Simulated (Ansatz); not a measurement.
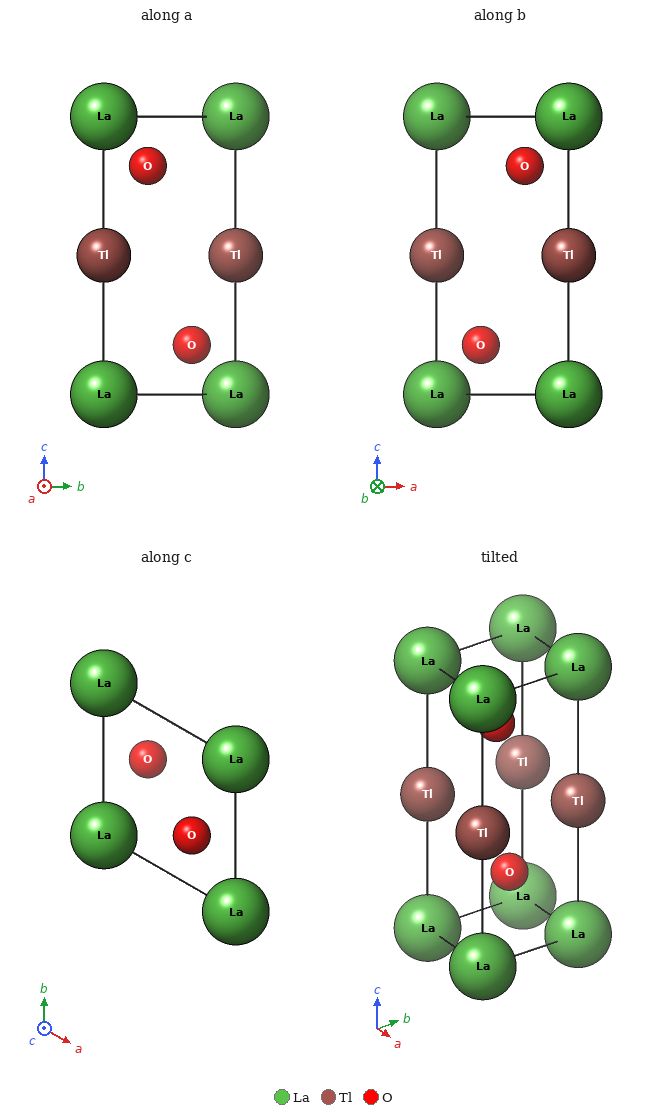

A spheres-only rendering, viewed along the a axis, along the b axis, along the c axis and slightly off an axis. The parallelepiped is the conventional unit cell.

Lattice parameters: a = 3.7144 Å, b = 3.7144 Å, c = 6.7765 Å, α = 90.000°, β = 90.000°, γ = 120.000°.

**Convert the drawing into a CIF in P1 with every atom of the cell, with free fractional coordinates to two decimals.**

```cif
data_structure
_symmetry_space_group_name_H-M 'P 1'
_symmetry_Int_Tables_number 1
_cell_length_a 3.7144
_cell_length_b 3.7144
_cell_length_c 6.7765
_cell_angle_alpha 90.000
_cell_angle_beta 90.000
_cell_angle_gamma 120.000
_cell_volume 80.97
loop_
_atom_site_label
_atom_site_type_symbol
_atom_site_fract_x
_atom_site_fract_y
_atom_site_fract_z
_atom_site_occupancy
La1 La 0.00 0.00 0.00 1
Tl1 Tl 0.00 0.00 0.50 1
O1 O 0.6667 0.3333 0.82 1
O2 O 0.3333 0.6667 0.18 1
```

It derives from a structure type filled with these elements by a generator (whether the compound takes this form wasn't checked). Earlier steps of the study may have refined or changed the cell and positions. It was set up as input for a calculation with Ansatz.
